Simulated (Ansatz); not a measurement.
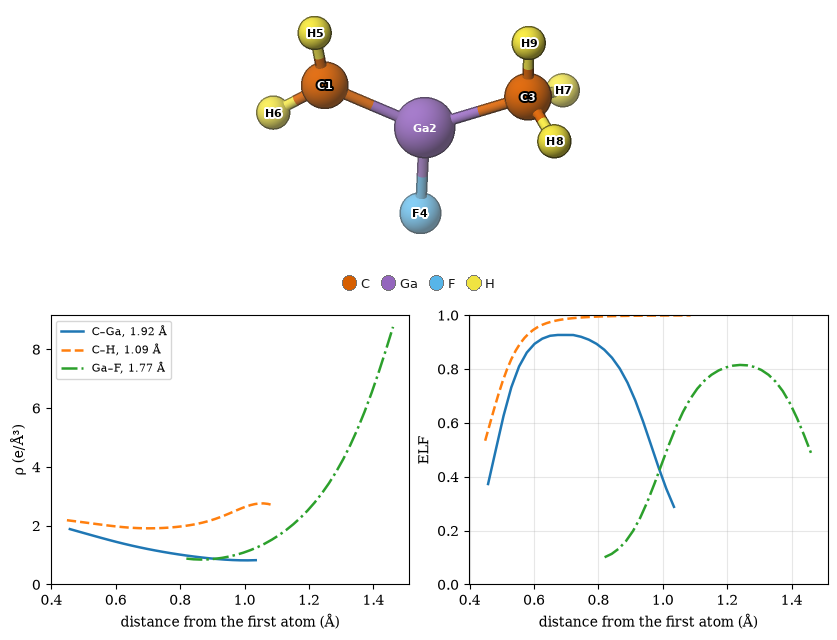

Figure 1: C2H5FGa (SMILES [CH2][Ga]([CH3])[F]) (doublet). Total electron density and electron localisation function along straight lines between neighbouring atoms. The curves leave out the atomic cores. The structure is drawn too.

Geometry: PBE0-D4/def2-TZVP.

Method: UKS PBE0-D4/def2-TZVPP in Ansatz 0.2.0.

Input file:

```
crystal:
  periodic: [false, false, false]
  atoms:
    - {symbol: C, position_ang: [-1.145911, 1.625748, -0.048996]}
    - {symbol: Ga, position_ang: [-0.469060, -0.161372, 0.179024]}
    - {symbol: C, position_ang: [1.261022, -0.999770, -0.137827]}
    - {symbol: F, position_ang: [-1.701209, -1.262167, 0.816003]}
    - {symbol: H, position_ang: [-0.551936, 2.452607, -0.427680]}
    - {symbol: H, position_ang: [-2.171549, 1.884417, 0.197508]}
    - {symbol: H, position_ang: [1.139342, -1.841620, -0.822544]}
    - {symbol: H, position_ang: [1.652524, -1.395022, 0.801996]}
    - {symbol: H, position_ang: [1.986766, -0.302810, -0.557475]}
basis:
  gaussian: {orbitals: def2-TZVPP}
magnetization: {spin_polarized: true, initial_magnetization: 1}
hamiltonian: {xc: pbe0, dispersion: d4}
output: {orbitals: {seedname: orbitals}}
```

Command:

```sh
ansatz run in.yaml --threads 4 --pin off --events-out ev --progress --plain --max-ram 10444MiB
```

**Compare the contacts.**

C–Ga (1.92 Å): ρ is about 0.83 e/Å³ halfway; the ELF peaks at about 0.95 in the valence shell of C, 0.7 Å from its nucleus, and is about 0.50 at the midpoint.
C–H (1.09 Å): ρ at the midpoint is about 2.1 e/Å³; the ELF climbs to about 1 towards the hydrogen, as it does in any bond to H; a covalent bond by its length.
Ga–F (1.77 Å): ρ is about 0.85 e/Å³ halfway; the ELF peaks at about 0.80 in the valence shell of F, 0.5 Å from its nucleus, and is about 0.15 at the midpoint.
